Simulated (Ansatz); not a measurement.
# Lattice dynamics of Na2Y (built on the sites of a database entry of LuAg2), part 2 of 2

Aim: the vibrations of Na2Y (built on the sites of a database entry of LuAg2), their spectra, and whether the structure is stable.

Ansatz 0.2.0; DFT PBE+D3(BJ), scalar-relativistic, plane waves, PAW.

So far. Step 4 (Relaxing to small forces for the phonons): The largest force component left is 0.82 meV/Å and the pressure is -0.004 GPa, within the tolerances set. The cell now holds 32.03 Å³/atom. The relaxed cell has a = 3.343, c = 17.192 Å (conventional setting).

The structure was built from a prototype and need not be the compound's stable phase.

## (5) Zone-centre response

The zone centre is the only wavevector solved here; it holds the modes that light can see, as far as symmetry allows. No field response is asked, since the mesh shows no gap.

The input, input.yaml:

```yaml
crystal:
  lattice:
    - [-1.6716153836, 1.6716153836, 8.5959567681]
    - [1.6716153836, -1.6716153836, 8.5959567681]
    - [1.6716153836, 1.6716153836, -8.5959567681]
  atoms:
    - { symbol: "Y", position: [0.0, 0.0, 0.0] }
    - { symbol: Na, position: [0.6657406143, 0.6657406143, 0.0] }
    - { symbol: Na, position: [0.3342593857, 0.3342593857, 0.0] }
kpoints:
  mp_grid: { grid: [20, 20, 20] }
hamiltonian:
  xc: pbe
  dispersion: d3bj
scf:
  occupations: { method: methfessel_paxton, width: 0.2 }
output:
  eigenvalues: true
phonons:
  method: dfpt
```

Command:

```sh
ansatz run input.yaml --threads 8 --pin off --max-ram 14336MiB --backend cpu --events-out ev --progress --plain --runs-dir out
```

Numbers of over 12 decimals in the logs are rounded to 6 here.

Output:

```text
zone centre: on kpoints.mp_grid the ground state, and the responses unless they are solved on pairs of k-points, stand on 1166 of the mesh's 8000 k-points, reduced under 4 symmetry operations, with k and −k counted as one. Each operation leaves every solved displacement unchanged or reverses it
[...]
Crystal: 3 atoms, lattice volume = 96.079 Å³
Basis set: ecut = 420 eV, 1873 PW (Γ), exchange–correlation on 120×120×120 points (8 copies of the dense FFT grid, shifted against one another)
Bands: 19, of which v1, the nominal top of the filled ones, is band 15 counted from 1 (14 counted from 0)
Symmetry: 16 space group operations
k-points: 1166 of 8000 (irreducible under 4 space group operations, time reversal used)
[...]
SCF iter   1: F=—  HF=-6821.487870 eV  |F-HF|=—  |Δ(HF+E_count)|=         —  Δρ=3.78e-3  dr2=8.86e-2  ethr=1.77e-3  ⟨swp⟩=4.7  Hψ=86278  notcnv=0
[...]
SCF iter  11: F=-6821.479609 eV  HF=-6821.479609 eV  |F-HF|=9.09e-13  |Δ(HF+E_count)|=  4.55e-12  S|Δr|=    0.00e0  Δρ=2.51e-8  dr2=8.87e-13  ethr=1.00e-12  ⟨swp⟩=5.1  Hψ=82264  notcnv=0
[...]
SCF 1 converged in 11 iterations: F = -6821.479609 eV  dr2 = 8.87e-13
[...]
DFPT response loops at Γ: preconditioner auto → Kerker (q_TF=auto, 2.235 Å⁻¹) (partly filled bands, converged f_vac=0.000); β = 1.00, the filter's whole step (`scf.mixing.beta` (0.50) is not read by the response loops under this deck's `scf.mixing.preconditioner`; to damp them name `kerker` or `kerker_dos`, under which they read `scf.mixing.beta`, and type it under 1.00, their step now; both keys bind the ground state too); Broyden in place of MSR1
SCF converged after 11 iterations
[...]
Free energy (F): -6821.479609 eV
[...]
Internal energy: -6821.476145 eV  (E = F + TS)
E sigma→0 (E₀):  -6821.478743 eV
Entropy (-TS):   -0.003464 eV (-1.155 meV/atom)
Fermi energy:    4.857858 eV
[...]
--- Band table (eV; the first three rows and the last of 1166) ---
  k-point 0: bands = [... 11 lower, -17.9959, 0.7395, 2.6737, 3.2590, 4.5533, 5.5394, 8.2531, 8.2531]
  k-point 1: bands = [... 11 lower, -18.0082, 0.8246, 2.7559, 3.2996, 4.6195, 5.5873, 8.0410, 8.1347]
  k-point 2: bands = [... 11 lower, -18.0435, 1.0745, 2.9997, 3.4180, 4.8159, 5.7272, 7.7323, 7.8170]
  k-point 1165: bands = [... 11 lower, -17.9959, 0.9999, 1.7804, 4.1674, 4.5530, 5.4828, 8.2542, 8.2542]
--- Phonons (Γ-DFPT): 4 representative perturbations + reference, on 1166 of 8000 k-points (Σ response iterations 12) ---
  k mesh reduced under 4 symmetry operations, with k and −k counted as one. Each operation leaves every solved displacement unchanged or reverses it
  ASR residual: 1.711e-5 → 0.000e0 eV/Å²; symmetrization residual: 5.090e-6 eV/Å²
  pairwise dispersion correction: d3bj (s6 = 1.0, s8 = 0.7875, a1 = 0.4289, a2_bohr = 4.4407), with the weights of each atom's references fixed at the reference crystal's, and the forces and stress that the weights' published response gives there kept as a pressure on the atom's counted neighbours (hamiltonian.dispersion)
  ASR residual per site (eV/Å²): 1.02e-5 1.71e-5 1.71e-5
  Γ frequencies (cm⁻¹): 0.00 0.00 0.00 80.67 80.67 84.58 84.58 137.02 146.69
  non-analytic LO–TO correction: not included (Born effective charges unavailable; polar crystals: no LO–TO splitting at Γ)
```

Run time: 3.9 min. Hardware: 8 threads of Arm Neoverse V2, shared host; peak memory 5.6 GiB; 29 min of CPU time.

The column dr2 measures how far the density is from self-consistency, as an energy; F and HF (Harris–Foulkes) agree once it is small.

This step gave:

```yaml
sum_rule_residual_before_enforcement: 1.71e-5 eV/Å²
point_group: 4/mmm
highest_optical_mode_at_the_zone_centre_no_lo_to_term: 146.7 cm⁻¹
lowest_optical_zone_centre_mode: 80.67 cm⁻¹
```

Patterns of degenerate modes are one choice out of their space. Modes at Γ, with each element's share of the kinetic energy:

```csv
mode,frequency (cm⁻¹),symmetry,Y %,Na %
1,0.0,acoustic,66,34
2,0.0,acoustic,66,34
3,0.0,acoustic,66,34
4,80.7,Eu,34,66
5,80.7,Eu,34,66
6,84.6,Eg,0,100
7,84.6,Eg,0,100
8,137.0,A2u,34,66
9,146.7,A1g,0,100
```

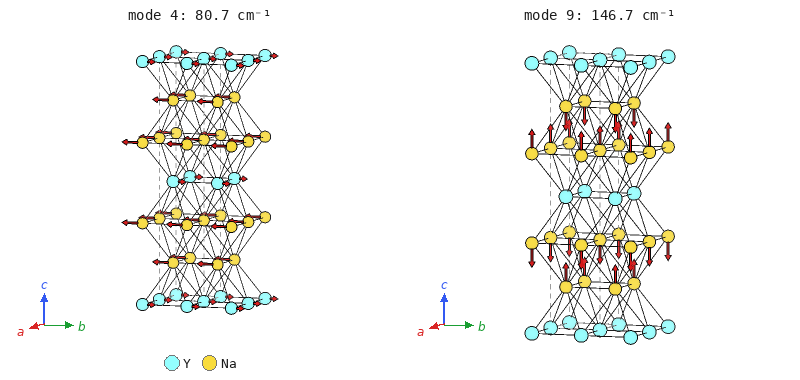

Displacement patterns of modes 4 and 9 at Γ; arrows are exaggerated. 2×2×1 conventional cells are drawn. Some periodic images of atoms are drawn too.

Before it was imposed, the acoustic sum rule was missed by 1.7e-5 eV/Å². Small misses are needed for a sound result but don't prove that mesh and cutoff are converged. The lowest optical mode is real, 80.7 cm⁻¹.

## (6) What came out

- space group after relaxation (within 0.01 Å): I4/mmm
- volume per atom: 32.0 Å³
- electronic character: no gap on this mesh
- highest optical mode at the zone centre (no LO-TO term): 147 cm⁻¹
- lowest optical zone-centre mode: 80.7 cm⁻¹
- imaginary modes at Γ (the only wavevector solved): none

In words: The structure is stable against zone-centre distortions, since no mode there is imaginary; other wavevectors were not solved, so zone-boundary instabilities are untested. The optical modes at Γ span 81 to 147 cm⁻¹. No dispersion was computed. The highest mode in this list at Γ, 146.7 cm⁻¹, is mostly motion of Na (100 % of the kinetic energy). With no gap, or one that is small against the smearing, the frequencies hang on the k mesh and the smearing, most of all near Kohn anomalies. The phonon runs are without spin polarisation, although the cell has an odd electron count. In the phonons the program treats the change of the C6 weights of the dispersion term with coordination only in part. The starting cell was built on a prototype and not taken from a measurement, so the phase need not exist. These are harmonic frequencies at zero temperature: anharmonic shifts, linewidths and thermal expansion are left out.

[Logs are printed without paths, hosts, clocks, repeated set-up lines and the standing remarks that a program may print on its own settings, such as how far it seeks lower states.]

[Hosts, paths, dates, database ids (printed as entryN), source tags and the programs' standing remarks are cut or masked in the printed files.]
